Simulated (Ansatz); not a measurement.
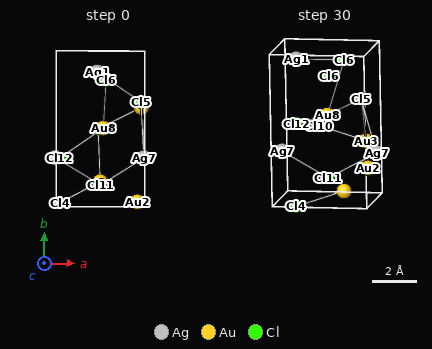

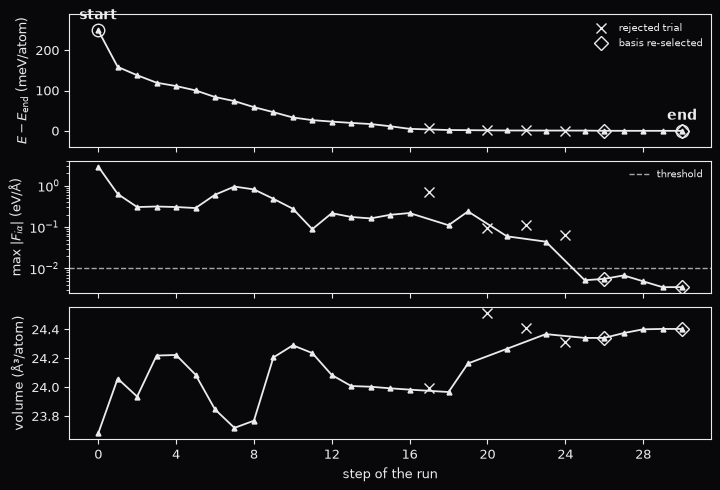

First and last geometry of a relaxation of a crystal of AgAu2Cl3 (built on the MnCd2Te3-156 type type), with the history of the run. Style: ball-and-stick. Shown: the cell of the calculation, reduced to other axes, along the c axis. Lengths and directions refer to the drawn axes.

Case: shaken.

All numbers below come from Ansatz, DFT, PBEsol, plane waves, PAW. (plane-wave cutoff 420 eV; k-point mesh 6 × 6 × 2; occupations fermi dirac; smearing width 0.05 eV; no spin polarisation; cell and atoms relaxed; force threshold 0.01 eV/Å; at most 120 steps)

**Did the run converge, and what did it change?**

It converged. The largest move relative to the cell is that of an Au atom, 1.60 Å roughly along −b. Largest moves by element: Au 1.60 Å, Ag 1.43 Å, Cl 1.06 Å. The drawn cell changes as follows: a 4.082 → 4.373 Å (+7.1 %), b 7.196 → 7.043 Å (−2.1 %), c 9.674 → 9.713 Å (+0.4 %), α 90.2° → 81.6°, β 90.5° → 82.4°, γ 90.1° → 92.0°; the volume changes by +3.1 %. Some distances before and after: Ag–Cl 4.637 → 2.593 Å, Ag–Au 2.728 → 4.288 Å, Au–Cl 2.837 → 4.052 Å, Ag–Cl 2.403 → 3.582 Å. New bonds form: Ag–Cl (4.64 → 2.59 Å), Au–Cl (3.23 → 2.29 Å). Bonds break: Ag–Cl (2.40 → 3.58 Å), Ag–Cl (2.69 → 3.80 Å), Au–Cl (2.45 → 3.29 Å), Au–Cl (2.72 → 3.59 Å). Among the angles between lasting bonds that change: Ag–Cl–Au 61.9° → 114.6°, Cl–Au–Cl 123.7° → 174.8°, Cl–Ag–Cl 124.6° → 86.5°. The space group stays P1 (No. 1). Over 24 accepted moves (30 points after the start) the energy falls by 249 meV per atom. Largest force component: 2.9 eV/Å at the start, 0.0035 eV/Å at the end. The pressure goes from 4.02 to −0.01 GPa. The line search rejected the trial steps at points 17, 20, 22, 24 of the run. At 2 points the geometry stayed and the basis and grid were re-selected for the new cell (energy shift of 0.5 meV per atom at most each time). The run took 97 s on 1 × NVIDIA H100 80GB HBM3 with 2 threads of AMD EPYC 7R13 Processor (Zen 3), with other jobs on the host, peak memory 1.3 GiB.
